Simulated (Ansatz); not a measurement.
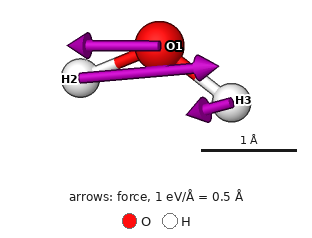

Starting geometry of H$_{2}$O with the computed forces as purple arrows. Style: ball-and-stick. Shown at a tilt.

It is one of the separated products of a reaction.

All numbers below come from RKS PBE0-D4/def2-TZVP in Ansatz 0.2.0.

The input:
```yaml
crystal:
  periodic: [false, false, false]
  atoms:
    - {symbol: O, position_ang: [0.328269, -0.198176, -0.925963]}
    - {symbol: H, position_ang: [0.849152, -0.817895, -0.296551]}
    - {symbol: H, position_ang: [-0.007107, -0.577906, -1.749822]}
basis:
  gaussian: {orbitals: def2-TZVP}
hamiltonian: {xc: pbe0, dispersion: d4}
relax: {f_tol: 0.005, max_steps: 200}
```

Run as
```bash
ansatz run in.yaml --threads 5 --pin off --events-out ev --progress --plain --max-ram 66560MiB --backend cpu
```

Q: Is this structure relaxed? If not, where do the atoms go?

A: It isn't relaxed: the largest force vector, on H2, is 3.24 eV/Å. The final displacements follow the starting forces only in part (cosine between the two patterns 0.74). The atom that moves furthest after the best rigid fit is H2 (0.10 Å). Largest moves by element: H 0.10 Å, O 0.05 Å. Near-neighbour distances that change, for instance: O1–H2 1.025 → 0.960 Å, O1–H3 0.967 → 0.960 Å. Bond angles that change, for instance: H2–O1–H3 117.5° → 105.1°. Over 4 geometry steps the energy falls by 4.99 kcal/mol. The largest force component goes from 2.5 to 0.0037 eV/Å.
